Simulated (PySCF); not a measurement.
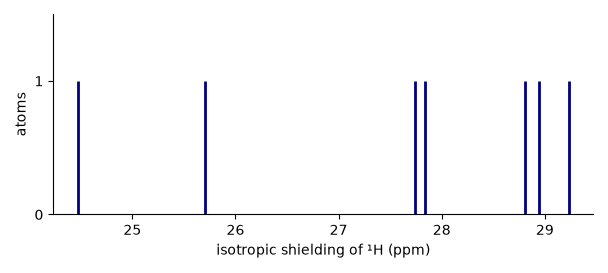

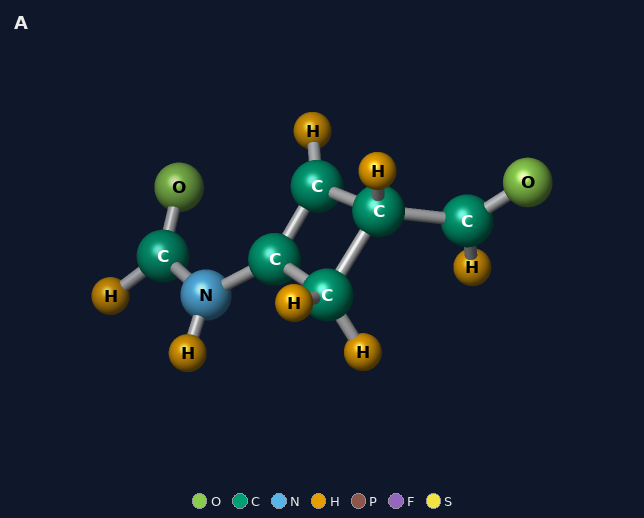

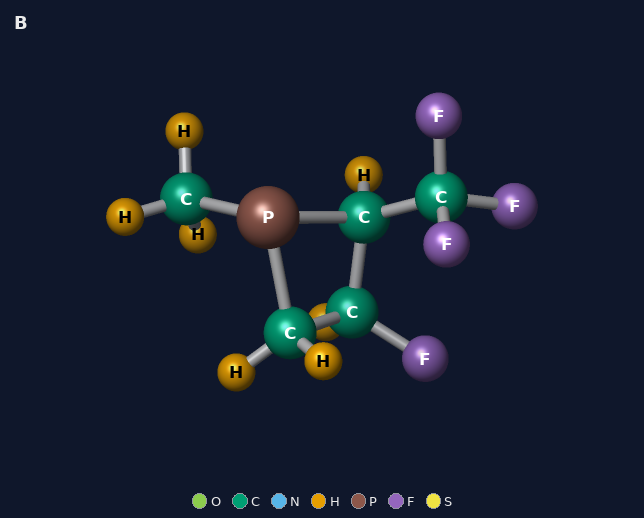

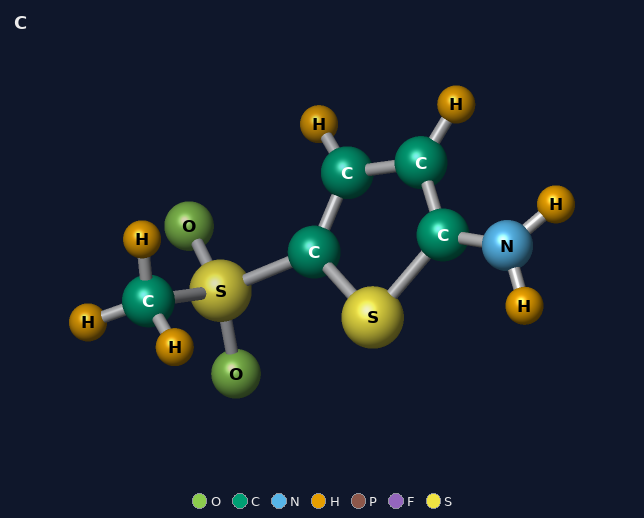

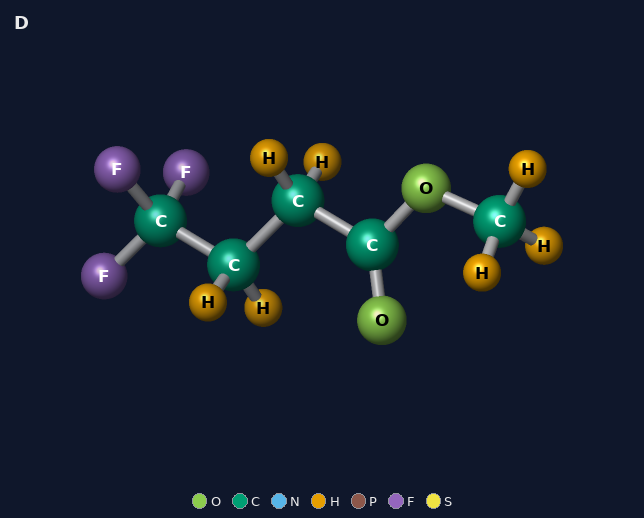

The sticks are computed shieldings of one of the molecules, for one fixed geometry (GFN2-xTB) without averaging over rotations. Low shielding means a high chemical shift. Method: GIAO PBE0/pcSseg-1 NMR shielding, non-relativistic, gas phase (PySCF 2.14.0).

**Match the spectrum to a structure.**

C, `CS(=O)(=O)c1ccc(N)s1`. Its 7 H atoms give lines at 24.47, 25.70, 27.74, 27.83, 28.80, 28.94, 29.23 ppm.

The geometry is semi-empirical. Around P such bond lengths and angles can be off by a tenth of an ångström or more and by several degrees, and values that hang on the shape move with them.
